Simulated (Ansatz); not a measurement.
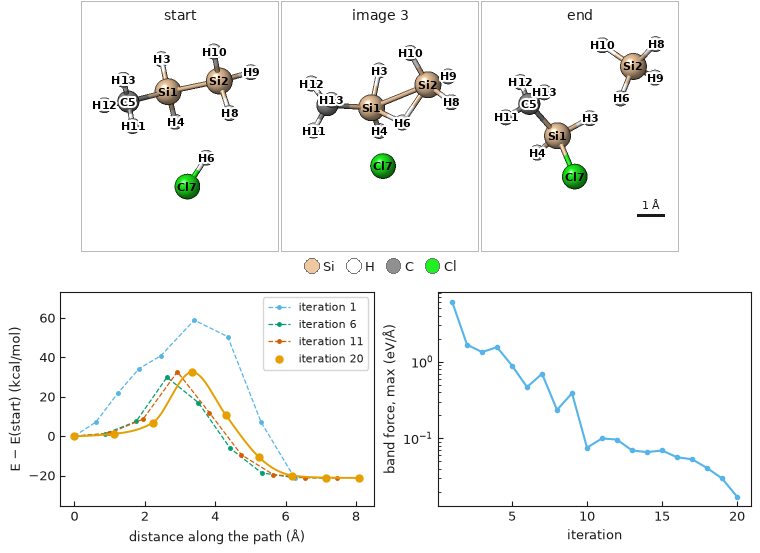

A search for the minimum-energy path of CH₉ClSi₂ by the nudged elastic band. Images are numbered from 0 (start) to 8 (end). The plot follows the band through its iterations. A ball-and-stick model, seen at a tilt.

All numbers below come from RKS revPBE-D4/6-31G* in Ansatz. Set-up: 7 movable images; climbing image; force threshold 0.03 eV/Å; iteration limit 60; starting path through a guess of the saddle point.

Question: Did the band converge, and can the barrier be trusted?

Answer: The result is final at these settings. The band converged in 20 iterations. The largest component of the band force went from 6.1 to 0.017 eV/Å. The climbing image converged on the top of the path. Its vibrational analysis gives one imaginary mode (670i cm⁻¹), as a transition state must have. The first iteration put the highest image at 58.8 kcal/mol. The energy climbs by 32.5 kcal/mol to image 3 and then falls by 53.7 kcal/mol, so the end point sits at −21.2 kcal/mol.

The run took 3.2 min on 2 threads of Intel(R) Xeon(R) Platinum 8488C (Sapphire Rapids) (shared host), peak memory 0.16 GiB.
